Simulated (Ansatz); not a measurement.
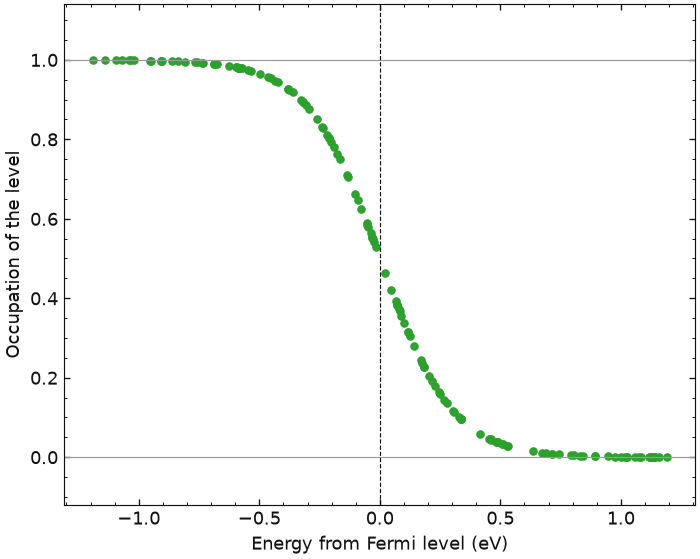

Occupations of the one-electron levels of the k mesh against their energy, from a run on Lu, space group P6_3/mmc, 2 atoms in the cell, with Ansatz.

Name the smearing function and its width.

Fermi-Dirac smearing with a width of 0.15 eV. The occupations stay between 0 and 1 and have long exponential tails; the slope at the Fermi level is 1/(4 × width).
